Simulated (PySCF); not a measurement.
**C3H10GeSi: density, localisation and related maps**

```xyz
15

C    -1.8463   -0.9212    0.6474
C    -1.0616   -0.2481   -0.1794
C    -1.4527    1.0809   -0.7444
Ge    0.7151   -0.9089   -0.7053
Si    2.5023    0.4152    0.0303
H    -2.8158   -0.5554    0.9560
H    -1.5491   -1.8770    1.0499
H    -0.7094    1.8346   -0.4794
H    -2.4264    1.4036   -0.3802
H    -1.4854    1.0232   -1.8328
H     0.6786   -1.0324   -2.2155
H     0.7728   -2.3531   -0.2631
H     3.4268   -0.3578    0.8582
H     3.2450    0.9700   -1.1015
H     2.0018    1.5344    0.8323
```

Geometry: GFN2-xTB.

Method: PBE0/def2-SVPD, SCF density, gas phase (PySCF).

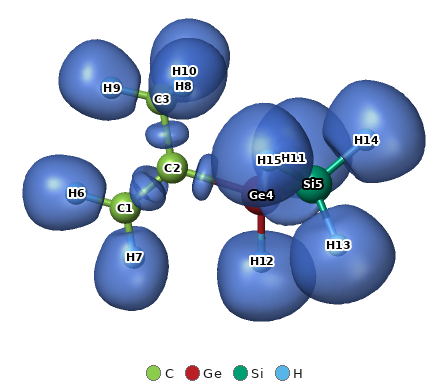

Figure 1. Isosurface of the electron localisation function at 0.8 (blue), seen at a tilt. Core shells and regions of very low density are left out.

### Where are the electrons localised?

At this value the surface marks out two regions between bonded C–C atoms (shared pairs), one region between bonded Ge–Si atoms (shared pairs), ten regions around hydrogen nuclei and one lobe of the valence shell of C pointing towards Ge (polar bonds). Profiles from the grid: C–C (1.32 Å): the ELF peaks at about 0.90 between the atoms (a short, multiple covalent bond). C–Ge (1.97 Å): the ELF peaks at about 0.95 in the valence shell of C, 0.7 Å from its nucleus, and is about 0.70 at the midpoint.

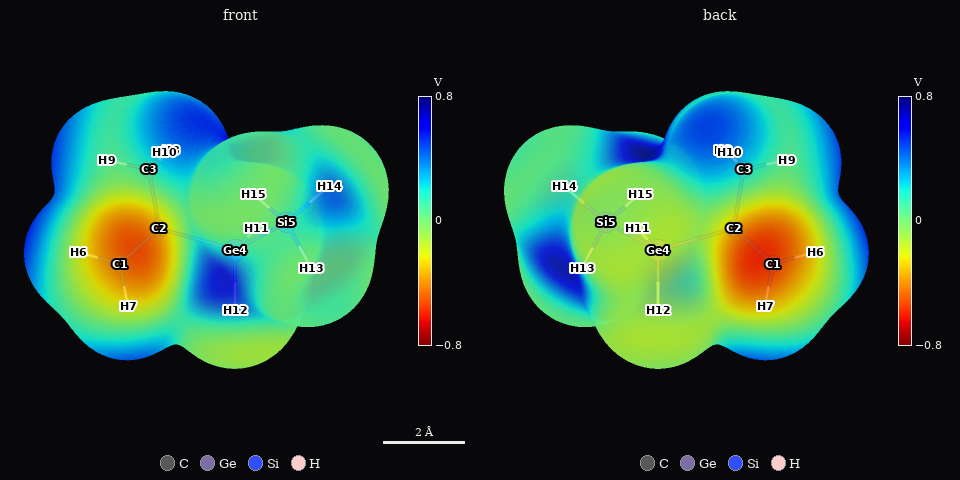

Figure 2. The molecular electrostatic potential painted on the density surface at 0.001 e/bohr³, seen from the front and from behind; red is negative and blue positive.

### Which sites attract a positive test charge, and which a negative one?

A positive charge is drawn to the negative regions and a negative charge to the positive ones. The most negative region (about −0.6 V) lies over the π face of C1 and C2, the most positive (about +0.7 V) over Ge4 and Si5.

### How polar is the molecule by this calculation?

Its dipole moment is 0.57 D.

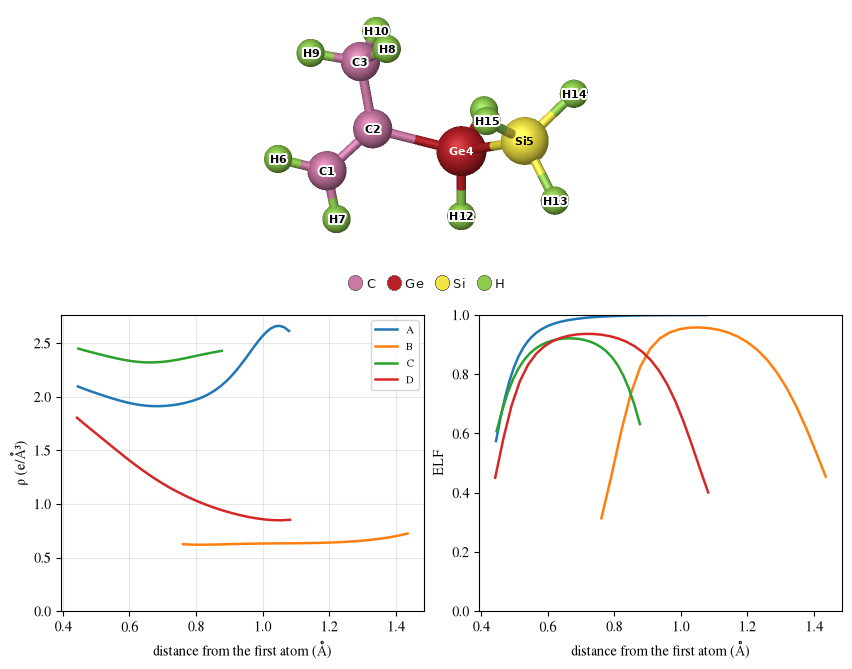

Figure 3. Electron density and ELF along straight lines between neighbouring atoms. The curves leave out the atomic cores. The structure is drawn too.

### Which curve belongs to which contact (C–C, C–Ge, C–H and Si–Ge)? The first atom named is at distance zero.

Curve A: C–H (1.08 Å): ρ is about 2 e/Å³ halfway; the ELF climbs to about 1 towards the hydrogen, as it does in any bond to H (an ordinary covalent bond to hydrogen). Curve B: Si–Ge (2.34 Å): the density is about 0.64 e/Å³ at the midpoint; the ELF peaks at about 0.95 between the atoms: a shared electron pair. Curve C: C–C (1.32 Å): ρ is about 2.3 e/Å³ halfway; the ELF peaks at about 0.90 between the atoms: a short, multiple covalent bond. Curve D: C–Ge (1.97 Å): ρ is about 0.86 e/Å³ halfway; the ELF peaks at about 0.95 in the valence shell of C, 0.7 Å from its nucleus, and is about 0.70 at the midpoint.
